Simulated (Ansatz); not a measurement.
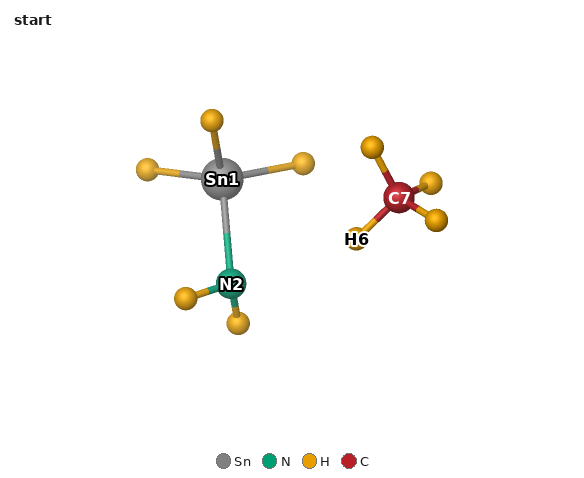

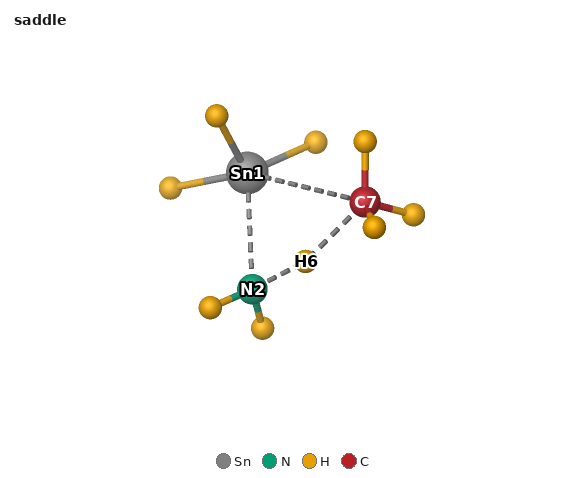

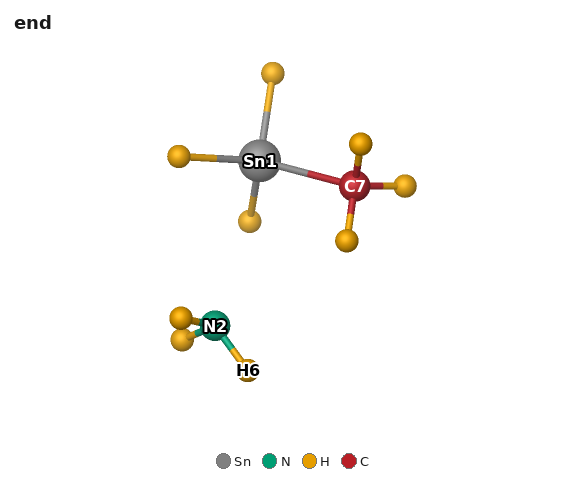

A saddle point and the two end points reached downhill from it. Broken sticks mark bonds that form or break. Charge 0, singlet. Geometries: PBE0-D4/def2-TZVP; all other levels are single points on them, and energies count from the start as drawn. Program: Ansatz 0.2.0, core potentials on Sn. In CBS estimates cores are frozen, and CCSD(T) − MP2 is taken in the smaller basis.

Which bonds form and which break from start to end?

Formed: Sn1–C7, N2–H6; broken: Sn1–N2, H6–C7. At the saddle point Sn1···C7 is 2.66 Å, N2···H6 is 1.20 Å, Sn1···N2 is 2.19 Å, H6···C7 is 1.55 Å.

Give the electronic barrier and the reaction energy from start to end in kcal/mol (no zero-point energy) with CCSD(T)/CBS (MP2 limit from def2-TZVPP and def2-QZVPP plus CCSD(T) − MP2); RHF-MP2 (frozen core)/def2-QZVPP; BHLYP-D4/def2-TZVPP.

```json
{"level": "CCSD(T)/CBS (MP2 limit from def2-TZVPP and def2-QZVPP plus CCSD(T) − MP2)", "barrier": "50.7", "reaction energy": "+0.8"}
{"level": "RHF-MP2 (frozen core)/def2-QZVPP", "barrier": "50.5", "reaction energy": "+0.7"}
{"level": "BHLYP-D4/def2-TZVPP", "barrier": "54.6", "reaction energy": "+1.2"}
```
